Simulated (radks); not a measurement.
**La⁺: atomic calculation**

La⁺ (Z = 57, 56 electrons) in the configuration [Xe] 5d2 (5d3/2: 2). Computed at this level: Dirac Kohn-Sham, BLYP, spin-unpolarised, spherical densities, point nucleus (the in-house radial solver radks).

**Input file**
```
Z 57
configuration [Xe] 5d2
relativity Dirac
functional b88,lyp
spin unpolarised
j_filling energy
nucleus point
c 137.035999084
```

Energies in input and log are in hartree, lengths in bohr.

**Output**
```
1s1/2   1   2.0000       -1423.24904745
2s1/2   1   2.0000        -226.58180541
2p1/2   1   2.0000        -213.70557802
2p3/2   1   4.0000        -198.51650795
3s1/2   1   2.0000         -48.55483453
3p1/2   1   2.0000         -43.12666752
3p3/2   1   4.0000         -40.16719136
3d3/2   1   4.0000         -30.65665301
3d5/2   1   6.0000         -30.02342725
4s1/2   1   2.0000          -9.90251323
4p1/2   1   2.0000          -7.90597070
4p3/2   1   4.0000          -7.27524849
4d3/2   1   4.0000          -4.00276925
4d5/2   1   6.0000          -3.89333757
5s1/2   1   2.0000          -1.56080762
5p1/2   1   2.0000          -1.02151154
5p3/2   1   4.0000          -0.93009677
5d3/2   1   2.0000          -0.26290963
5d5/2   1   0.0000          -0.25605896
Etot -8498.027034473494
Ekin 9095.34173763196
Encl -20667.258535752968
Eh 3278.4771640994345
Exc -204.58740045192147
err 6.413440040411568e-09
it 13
```

**Orbitals**

```
orbital  occupation  energy (eV)  ⟨r⟩ (bohr)  outer maximum (bohr)
     1s           2     −38728.6     0.02507                0.0161
     2s           2      −6165.6      0.1070                0.0911
  2p1/2           2      −5815.2     0.08990                0.0695
  2p3/2           4      −5401.9     0.09600                0.0747
     3s           2      −1321.2      0.2849                 0.261
  3p1/2           2      −1173.5      0.2747                 0.247
  3p3/2           4      −1093.0      0.2868                 0.259
  3d3/2           4     −834.210      0.2578                 0.208
  3d5/2           6     −816.979      0.2615                 0.211
     4s           2     −269.461      0.6542                 0.609
  4p1/2           2     −215.132      0.6746                 0.619
  4p3/2           4     −197.970      0.7017                 0.643
  4d3/2           4     −108.921      0.7623                 0.667
  4d5/2           6     −105.943      0.7719                 0.675
     5s           2      −42.472       1.561                  1.41
  5p1/2           2      −27.797       1.760                  1.54
  5p3/2           4      −25.309       1.843                  1.61
  5d3/2           2       −7.154       2.908                  2.24
  5d5/2           0       −6.968       2.963                  2.28
```

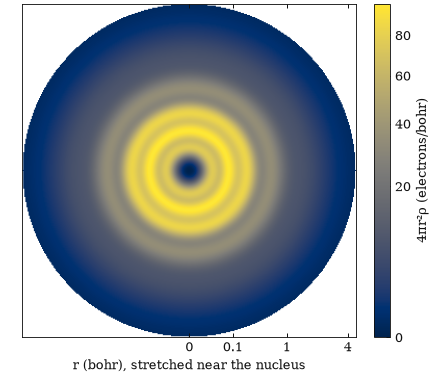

The radial density 4πr²ρ as a disc about the nucleus, with the radius drawn as r to the power 0.35. There are 4 maxima, at r = 0.0176, 0.0772, 0.218 and 0.608 bohr, parted by minima at 0.0341, 0.144 and 0.449 bohr, inside which lie 2.0, 11.2 and 29.0 electrons. The configuration has 5 principal shells, so not every shell has a maximum of its own.

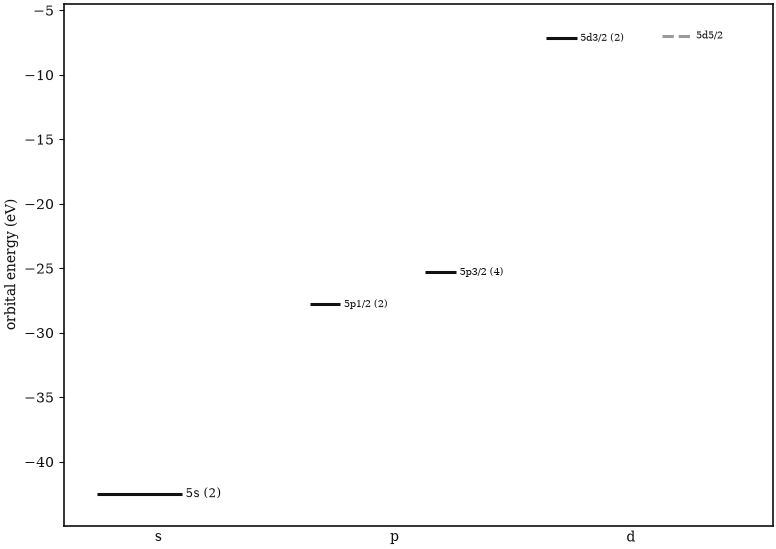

The outer levels are drawn (occupations in brackets, the lower j at the left of each column, empty levels dashed). The highest occupied level is 5d3/2 at −7.15 eV. From the top down the occupied levels run 5d3/2 (−7.15 eV), 5p3/2 (−25.3 eV), 5p1/2 (−27.8 eV), 5s (−42.5 eV). The lowest empty level drawn is 5d5/2 at −6.97 eV. Spin-orbit splittings: 5d 0.186 eV, 5p 2.49 eV. The measured ionisation energy (NIST) is 11.2 eV; minus the highest level, 7.15 eV, lies 36 % below it, as is usual for a semilocal functional, whose potential decays too fast.

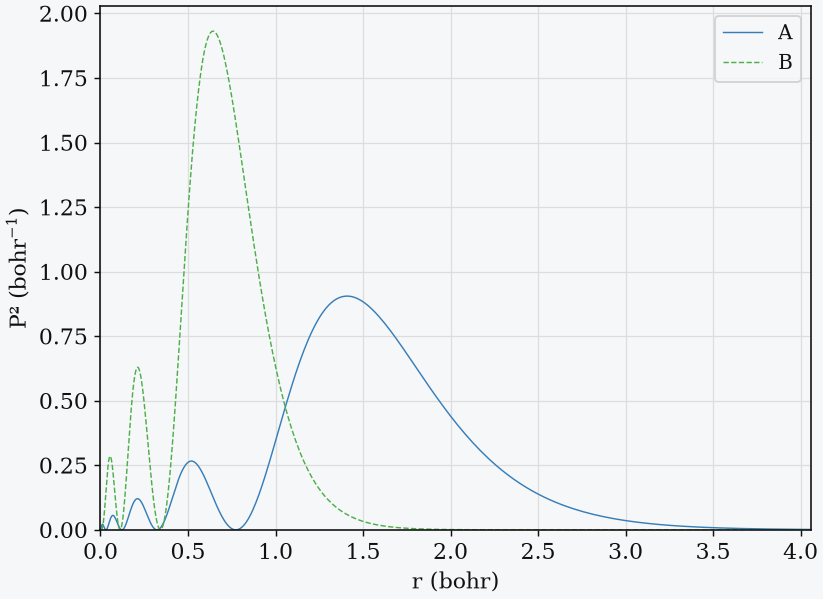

The radial probability densities P² (large components) of 4p3/2 and 5s. A is 5s; B is 4p3/2. 4p3/2: outer maximum at 0.643 bohr, ⟨r⟩ = 0.702 bohr, 2 nodes, eigenvalue −198.0 eV; 5s: outer maximum at 1.41 bohr, ⟨r⟩ = 1.56 bohr, 4 nodes, eigenvalue −42.5 eV. The innermost lobes are too small to be seen at this scale.

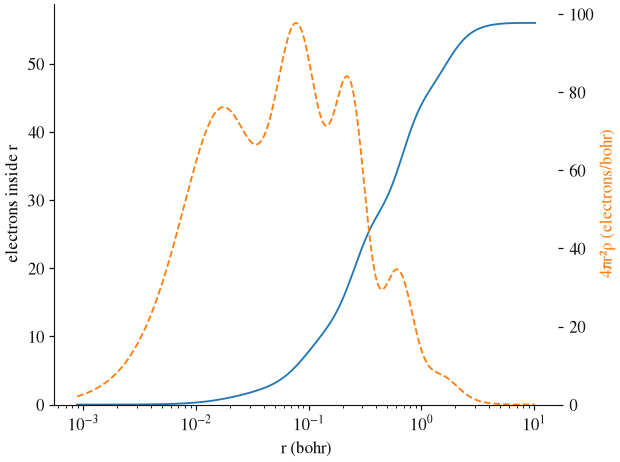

The number of electrons inside radius r (solid) and the radial density 4πr²ρ (dashed). The count levels off at 56 electrons. Half of them lie within 0.415 bohr, 90 % within 1.72 bohr and 99 % within 3.61 bohr. The radial density has minima at 0.0341, 0.144 and 0.449 bohr, where the count stands at 2.0, 11.2 and 29.0; these part the shells that the density resolves.

**Summary**

```tsv
quantity	value
outcome	converged
total energy	−8498.0270 hartree
kinetic energy	9095.3417 hartree
electron–nucleus energy	−20667.2585 hartree
Hartree energy	3278.4772 hartree
exchange–correlation energy	−204.587400 hartree
radius at density 0.001 e/bohr³	4.43 bohr
SCF iterations	13
hardware	1 CPU thread, shared host
```
